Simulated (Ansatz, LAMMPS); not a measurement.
## Structural relaxation of amorphous carbon (220 atoms)

Wanted: the relaxed structure of amorphous carbon (220 atoms) and its electronic structure.

Program: Ansatz 0.2.0. Level of theory: Kohn-Sham DFT, PBE, PAW (set soft_2), plane waves. Results are calculated unless marked as measured.

**1. The starting structure**

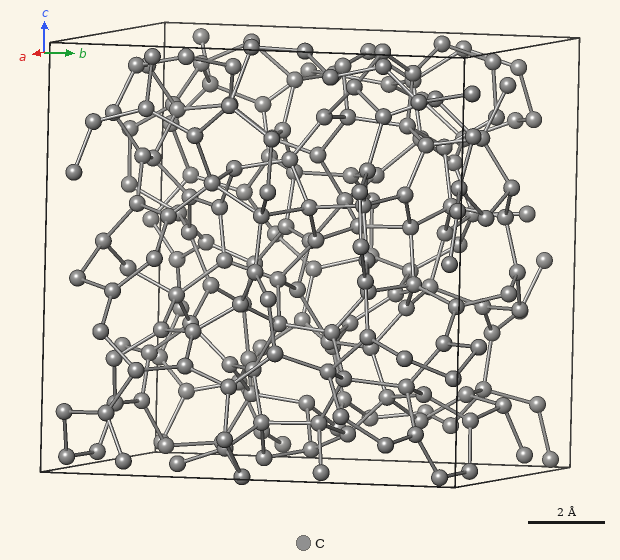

The cell as given, slightly off an axis (carbon grey). Some periodic images of atoms are drawn too.

The cell holds 220 atoms: 220 C. Its edges and angles: a = 11.455 Å, b = 11.455 Å, c = 11.455 Å, α = 90.0°, β = 90.0°, γ = 90.0°. 220 atoms (220 C) placed at random at 2.92 g/cm³, melted at 6000 K for 10 ps at fixed volume with the Tersoff potential (Tersoff, Phys. Rev. B 39, 5566 (1989)). Quenched from 6000 K to 300 K at 100 K/ps and fixed volume, held 5 ps, then minimised at fixed cell.

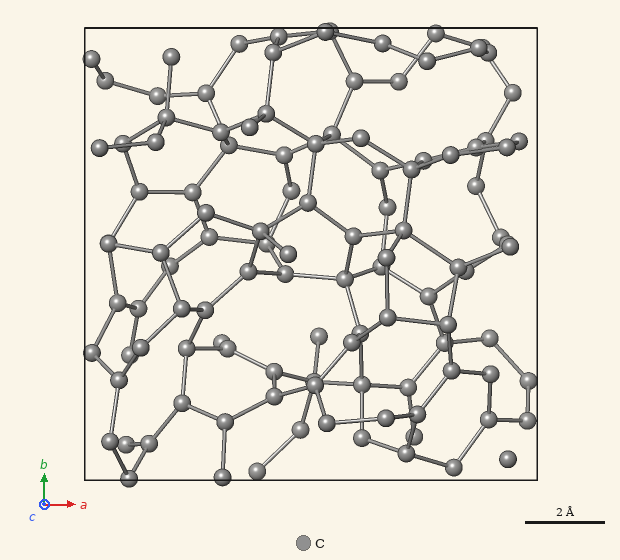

A slice 6 Å thick through the middle of the cell. Bonds to atoms that aren't drawn are left out.

Limits known from the start: The quench rate of 100 K/ps far exceeds what a furnace or splat quench reaches, so expect more defects and frozen-in strain than in a real sample. The network of bonds at the start is that of the classical potential that made the cell. The Brillouin zone is sampled at Γ only, in a cell whose shortest periodic width is 11 Å.

**2. Single point at the start**

The forces at the start show how far the geometry lies from a minimum of this functional.

The input, input.yaml:

```yaml
crystal:
  lattice:
    - [11.4553, 0.0, 0.0]
    - [0.0, 11.4553, 0.0]
    - [0.0, 0.0, 11.4553]
  atoms:
    - { symbol: C, position: [0.19132, 0.93609, 0.59666] }
    - { symbol: C, position: [0.61259, 0.21159, 0.4017] }
    - { symbol: C, position: [0.74335, 0.95425, 0.80344] }
    - { symbol: C, position: [0.9331, 0.73611, 0.67499] }
    [... 210 atom lines left out ...]
    - { symbol: C, position: [0.58142, 0.42268, 0.029] }
    - { symbol: C, position: [0.12288, 0.05392, 0.77221] }
    - { symbol: C, position: [0.38872, 0.55056, 0.62326] }
    - { symbol: C, position: [0.66949, 0.35977, 0.70449] }
    - { symbol: C, position: [0.55818, 0.79762, 0.18847] }
    - { symbol: C, position: [0.65555, 0.47224, 0.3461] }
kpoints:
  mp_grid: { grid: [1, 1, 1] }
hamiltonian:
  xc: pbe
scf:
  occupations: { method: gaussian, width: 0.05 }
output:
  forces: true
  stress: true
  populations: true
  dos:
    method: { smearing: { sigma: 0.1 } }
    de: 0.1
    projected: { site_lists: { C: [C] } }
  eigenvalues: true
```

On the command line:

```console
> ansatz run input.yaml --threads 4 --pin off --max-ram 8192MiB --backend cpu --events-out ev --progress --plain --runs-dir out
```

Run time: 44 s. Hardware: 4 threads of Arm Neoverse V2, shared host; peak memory 2.6 GiB; 2.8 min of CPU time.

The run gave:

| Item | Value |
| --- | --- |
| free energy | -54994.3801 eV |
| free energy per atom | -249.9745 eV/atom |
| SCF cycles | 9 |
| pressure | -1.45 GPa |
| r.m.s. force component | 1.263 eV/Å |
| longest force | 4.967 eV/Å |
| Fermi energy | 10.81 eV |
| levels partly filled by over 2 per cent | 4 |
| spilling of the projection | 0.00635 |

The r.m.s. force component of 1.3 eV/Å and the pressure of -1.5 GPa set the starting point.

Neighbours are counted within 1.85 Å (C-C).

Length of the force by element and coordination:

```
element  coordination  atoms  mean length of the force (eV/Å)  spread  least  most
      C           all    220                             1.98   0.935  0.342  4.97
      C             3    160                             2.21   0.944  0.343  4.97
      C             4     60                             1.37   0.556  0.342  3.32
```

**3. Relaxation**

With the cell held, the atoms are moved downhill towards a nearby minimum.

input.yaml, the sections that differ from step 2:

```yaml
output:
  forces: true
relax:
  f_tol: 0.05
  max_steps: 198
# crystal, kpoints, hamiltonian, scf: as in step 2
```

Elapsed: 15 min, on 4 threads; peak memory 2.6 GiB.

Relaxation path (22 of 50):

| step | energy less that of the first step (eV) | largest force component (eV/Å) |
| --- | --- | --- |
| 1 | 0.0000 | 3.9860 |
| 3 | -23.9712 | 2.9071 |
| 6 | -35.0315 | 1.8162 |
| 8 | -39.7773 | 2.6024 |
| 10 | -42.3853 | 1.3055 |
| 13 | -45.1231 | 1.0626 |
| 15 | -46.3950 | 1.3669 |
| 17 | -47.1123 | 1.2364 |
| 20 | -47.6230 | 1.3752 |
| 22 | -48.2060 | 0.8218 |
| 24 | -48.5832 | 1.8028 |
| 27 | -48.7565 | 4.3234 |
| 29 | -49.1263 | 0.5963 |
| 31 | -49.1772 | 0.2999 |
| 34 | -49.5960 | 0.7628 |
| 36 | -49.7258 | 0.6746 |
| 38 | -49.8537 | 0.3781 |
| 41 | -49.8902 | 0.2266 |
| 43 | -49.9286 | 0.3241 |
| 45 | -49.9737 | 0.1238 |
| 48 | -49.9778 | 0.0685 |
| 50 | -49.9787 | 0.0237 |

Relaxation steps 27, 42, 47, 49 were tried and not accepted.

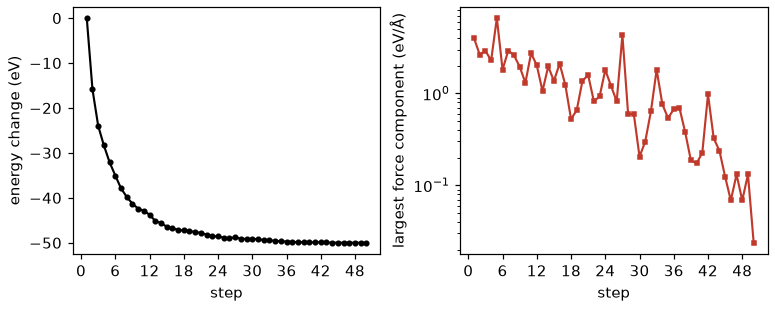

Energy and largest force along the relaxation.

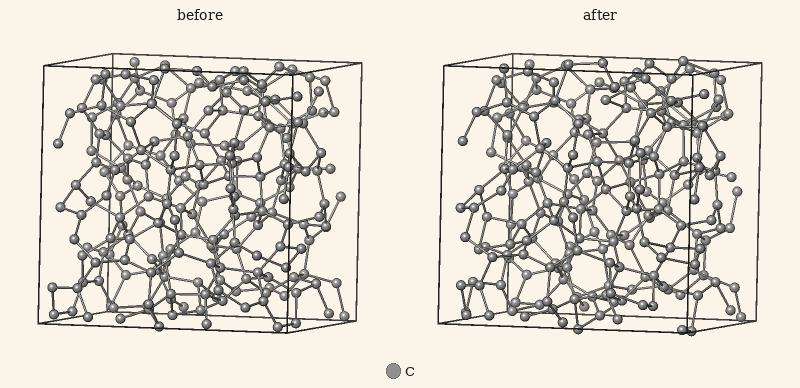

Before and after, at one scale.

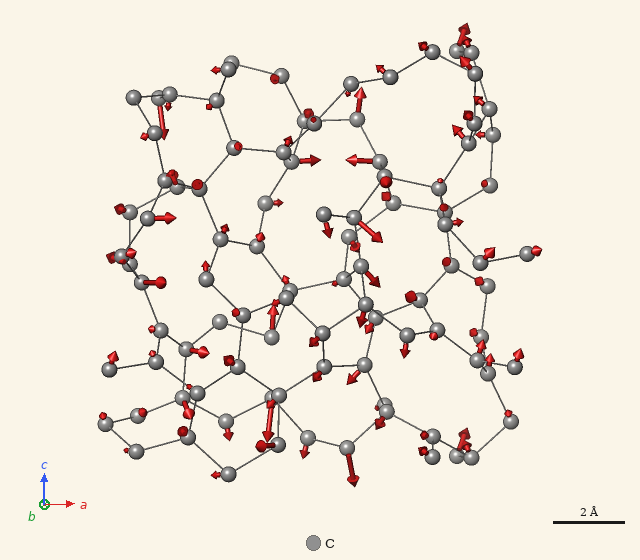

Displacements in the relaxation, exaggerated; the longest in the cell stands for 0.82 Å. Drawn is a slice 4 Å thick, seen along the normal of the ac plane.

The atoms that moved most (Å):

| atom | dx | dy | dz | length |
| --- | --- | --- | --- | --- |
| C5 | 0.310 | -0.753 | 0.060 | 0.816 |
| C80 | -0.427 | -0.576 | -0.021 | 0.717 |
| C86 | 0.064 | -0.145 | -0.695 | 0.713 |
| C191 | -0.096 | -0.273 | -0.641 | 0.704 |
| C215 | 0.136 | 0.314 | -0.609 | 0.698 |
| C109 | 0.067 | -0.169 | -0.603 | 0.630 |
| C184 | 0.395 | -0.331 | -0.337 | 0.615 |
| C114 | -0.470 | -0.297 | 0.242 | 0.606 |

The relaxation changed the energy by -227 meV/atom, and atoms moved by 0.34 Å r.m.s., 0.82 Å at most.

**4. Structure statistics after relaxation**

Bonds before and after, by the cutoffs listed below:

```
pair  bonds before  bonds after  mean before (Å)  mean after (Å)  spread before (Å)  spread after (Å)
 C-C           360          395            1.504           1.543              0.059             0.089
```

Density 2.92 g/cm³, 6.833 Å³ an atom.

Pair distribution function in bins of 0.2 Å:

| r (Å) | total |
| --- | --- |
| 1.30 | 0.38 |
| 1.50 | 2.94 |
| 1.70 | 0.81 |
| 1.90 | 0.02 |
| 2.10 | 0.08 |
| 2.30 | 0.60 |
| 2.50 | 2.06 |
| 2.70 | 1.50 |
| 2.90 | 1.07 |
| 3.10 | 0.88 |
| 3.30 | 0.82 |
| 3.50 | 0.85 |
| 3.70 | 1.11 |
| 3.90 | 1.06 |
| 4.10 | 0.87 |
| 4.30 | 0.97 |
| 4.50 | 0.97 |
| 4.70 | 1.02 |
| 4.90 | 1.08 |
| 5.10 | 1.05 |
| 5.30 | 0.97 |
| 5.50 | 0.97 |

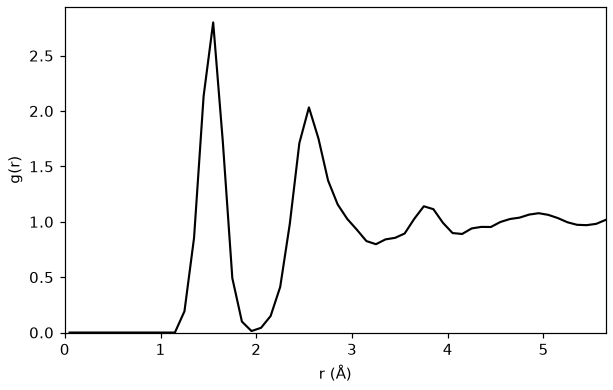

Pair distribution functions, lightly smoothed.

Bonds by pair of elements; cutoffs follow the first minimum of g(r), held within bounds set by covalent radii, and pairs that aren't listed don't count as bonded:

```
pair A-B  cutoff (Å)  bonds  mean length (Å)  spread (Å)  shortest (Å)  B about A  A about B
     C-C        1.85    395             1.54       0.089          1.32       3.59       3.59
```

How many atoms have how many bonded neighbours:

| element | mean | 3 | 4 |
| --- | --- | --- | --- |
| C | 3.59 | 90 | 130 |

Bond angles (no mean is given where the spread exceeds 20°):

| angle | count | mean (°) | spread (°) |
| --- | --- | --- | --- |
| C-C-C | 1050 | 111 | 11.5 |

Bond length by coordination (bonds to H left out):

```
element  coordination  atoms  mean bond length (Å)
      C             3     90                  1.48
      C             4    130                  1.58
```

Rings of the network by King's shortest-path rule, up to 12 atoms, one path for each pair of neighbours; H, halogens, alkali and alkaline-earth atoms are left out, and the last column divides by all other atoms, bonded or not:

| ring size (atoms) | rings | per network atom |
| --- | --- | --- |
| 3 | 3 | 0.014 |
| 4 | 9 | 0.041 |
| 5 | 44 | 0.2 |
| 6 | 105 | 0.477 |
| 7 | 85 | 0.386 |
| 8 | 42 | 0.191 |
| 9 | 21 | 0.095 |
| 10 | 6 | 0.027 |
| 11 | 5 | 0.023 |

Counting bonds as in the table, 59 % of C atoms have 4 bonded neighbours. The C-C-C angle averages 111° with a spread of 12°. Read as hybridisation, 59 % of the carbon is sp3 and 41 % sp2. Bonds at C atoms with 3 neighbours average 1.48 Å, against 1.58 Å at those with 4. Rings of 6 atoms are the most common (33 % of those counted); sizes run from 3 to 11.

**5. Single point at the relaxed geometry**

One more single point at the end of the walk gives the fuller output and checks the residual forces.

The input, input.yaml:

```yaml
crystal:
  lattice:
    - [11.4553, 0.0, 0.0]
    - [0.0, 11.4553, 0.0]
    - [0.0, 0.0, 11.4553]
  atoms:
    - { symbol: C, position: [0.20916, 0.94643, 0.56533] }
    - { symbol: C, position: [0.60653, 0.21715, 0.37609] }
    - { symbol: C, position: [0.70935, 0.96233, 0.78835] }
    - { symbol: C, position: [0.93223, 0.77824, 0.6863] }
    [... 210 atom lines left out ...]
    - { symbol: C, position: [0.59328, 0.45008, 0.97585] }
    - { symbol: C, position: [0.14626, 0.03268, 0.77637] }
    - { symbol: C, position: [0.40438, 0.54871, 0.62409] }
    - { symbol: C, position: [0.66971, 0.32718, 0.69743] }
    - { symbol: C, position: [0.57739, 0.78566, 0.15076] }
    - { symbol: C, position: [0.64488, 0.4624, 0.33101] }
kpoints:
  mp_grid: { grid: [1, 1, 1] }
hamiltonian:
  xc: pbe
scf:
  occupations: { method: gaussian, width: 0.05 }
output:
  forces: true
  stress: true
  populations: true
  dos:
    method: { smearing: { sigma: 0.08 } }
    de: 0.1
    projected: { site_lists: { C: [C] } }
  eigenvalues: true
  write_density: true
  write_potential: true
  volumetric_format: npy
  elf: true
```

Run time: 49 s. Hardware: 4 threads; peak memory 2.6 GiB.

The run gave:

```yaml
free_energy: -55044.3587 eV
free_energy_per_atom: -250.2016 eV/atom
scf_cycles: 12
pressure: -7.176 GPa
r_m_s_force_component: 0.00459 eV/Å
longest_force: 0.03006 eV/Å
fermi_energy: 10.69 eV
levels_partly_filled_by_over_2_per_cent: 2
spilling_of_the_projection: 0.00562
```

The mean of these charges, 0.022 e, is only the charge that the projection spills.

Löwdin charges by element and coordination (they lack the spilled electrons, 0.022 e an atom on average):

| element | coordination | atoms | mean charge (e) | spread | least | most |
| --- | --- | --- | --- | --- | --- | --- |
| C | all | 220 | 0.0225 | 0.0228 | -0.0639 | 0.0878 |
| C | 3 | 90 | 0.0116 | 0.0281 | -0.0639 | 0.0878 |
| C | 4 | 130 | 0.03 | 0.014 | -0.0175 | 0.0632 |

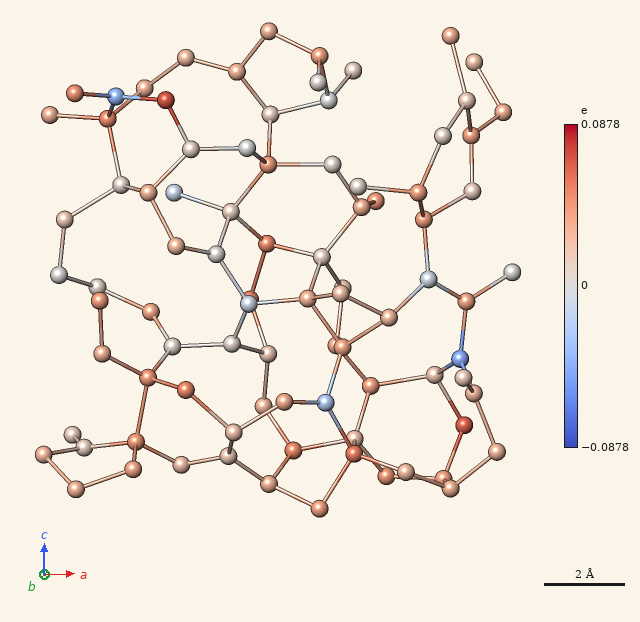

Atoms coloured by Löwdin charge. Drawn is a slice 4 Å thick, seen along the normal of the ac plane.

Density of states as counts of states in windows of 1 eV (from the Fermi level), total and the larger projections:

```
from (eV)  to (eV)  total   C p  C s
      -10       -9   48.1  38.6  9.2
       -9       -8   53.2  45.3  7.6
       -8       -7   64.9  57.5  7.1
       -7       -6   69.3  63.1  6.0
       -6       -5   76.6  71.4  5.0
       -5       -4   73.1  68.9  3.9
       -4       -3   60.7  57.8  2.7
       -3       -2   41.8  39.7  1.9
       -2       -1   30.7  29.0  1.4
       -1        0   21.7  20.2  1.2
        0        1   15.4  13.9  1.2
        1        2   20.5  18.3  1.6
        2        3   31.6  27.0  3.4
        3        4   28.7  23.1  4.1
        4        5   41.8  30.0  8.8
```

The curve was stored every 0.10 eV, coarse against its broadening of 0.08 eV, so these counts are rough.

Between -22 and -10 eV lie 339 more states.

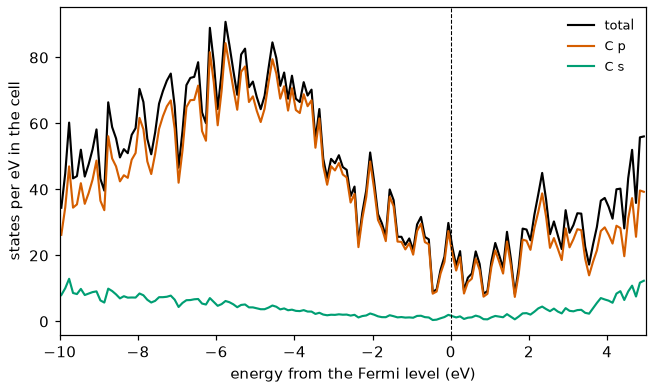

Total and projected density of states, with the broadening of the input.

The levels nearest the highest filled one (over half full), pooled over k-points and spins:

| level less the highest filled one (eV) | occupation |
| --- | --- |
| -0.559 | 2 |
| -0.506 | 2 |
| -0.281 | 2 |
| -0.155 | 2 |
| -0.0498 | 1.97 |
| 0 | 1.59 |
| 0.0563 | 0.439 |
| 0.213 | 0 |
| 0.265 | 0 |
| 0.452 | 0 |
| 0.610 | 0 |
| 0.692 | 0 |

Löwdin charges run from -0.06 to +0.09 e, about a mean that is the spilled charge alone. Within 0.4 eV of the Fermi level the largest share is C p (93 % of the projected weight).

1 further run on a deliberately doubtful input is not shown.

**6. What came out**

```
energy change in the relaxation : -227.2 meV/atom
r.m.s. displacement             : 0.336 Å
largest displacement            : 0.816 Å
free energy per atom            : -250.2016 eV/atom
pressure                        : -7.176 GPa
r.m.s. force component          : 0.00459 eV/Å
wall time of the 3 DFT runs     : 16 min
```

**Reading.** Relaxation lowers the energy by 227 meV/atom and moves atoms by 0.34 Å r.m.s.; the r.m.s. force component goes from 1.3 to 0.0046 eV/Å, the pressure goes from -1.5 to -7.2 GPa. By the final cutoffs 4 of 360 bonded pairs parted and 39 joined. From the first step to the last the energy fell by 49.979 eV, and the largest move was 0.82 Å (C5). The C-C bonds go from 1.504 Å (spread 0.059) to 1.543 Å (spread 0.089), and their number from 360 to 395. Counting bonds as in the table, 59 % of C atoms have 4 bonded neighbours. Read as hybridisation, 59 % of the carbon is sp3 and 41 % sp2. Counting bands leaves a spacing of only 0.056 eV (at Γ alone), which the smearing bridges: 2 levels are partly filled by over 2 %, so a gap, if any, is small at this level.

**Limits.** The starting topology of bonds comes from the classical model; in DFT 4 of its 360 bonded pairs passed out of the cutoffs and 39 came within them. The stress is far from hydrostatic: its diagonal is -2.1, -12.2, -7.3 GPa, compression counted positive. The pressure of -7.2 GPa says that the cell would shrink at this level of theory.

[Logs are printed without paths, hosts, clocks, repeated set-up lines and the standing remarks that a program may print on its own settings, such as how far it seeks lower states.]

[Hosts, paths, dates, database ids (printed as entryN), source tags and the programs' standing remarks are cut or masked in the printed files.]
